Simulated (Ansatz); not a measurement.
The calculation's input:

```
crystal:
  periodic: [false, false, false]
  atoms:
    - { symbol: Sn, position_ang: [-0.786565, 0.0, 0.246328] }
    - { symbol: H, position_ang: [1.645214, 0.0, 1.900292] }
    - { symbol: Cl, position_ang: [2.713978, 0.0, 1.103957] }
    - { symbol: H, position_ang: [-0.890064, 1.262873, -0.991088] }
    - { symbol: H, position_ang: [-0.890064, -1.262873, -0.991088] }
basis:
  gaussian: { orbitals: def2-SVP }
hamiltonian:
  xc: r2scanh
  dispersion: d4
relax:
  f_tol: 0.03
  max_steps: 50
output:
  orbitals: {}
```

Run with:

```sh
ansatz run input.yaml --threads 1 --pin off --max-ram 2048MiB --backend cpu --events-out ev --progress --plain --runs-dir out
```

The fields are those of the run's last geometry, not of the input's.

Core potentials replace the inner electrons of Sn.

Theory: RKS r2SCANh-D4/def2-SVP in Ansatz.

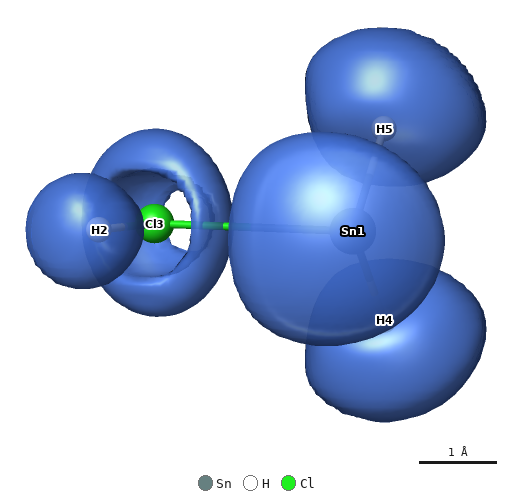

ClH3Sn. Isosurface of the ELF at 0.85 (blue), seen at a tilt. Core shells and regions of very low density are left out.

### Where are the electrons localised?

At this value the surface marks out three regions around hydrogen nuclei, one lobe on Sn, pointing away from the bonds (lone pairs) and one region wrapped around Cl (its valence shell). Along the contacts the grid gives the following. Sn–Cl (2.92 Å): the ELF peaks at about 0.90 in the valence shell of Cl, 0.9 Å from its nucleus, and drops to about 0.10 between the two atoms. Cl–H (1.29 Å): the ELF climbs to about 1 towards the hydrogen, as it does in any bond to H.
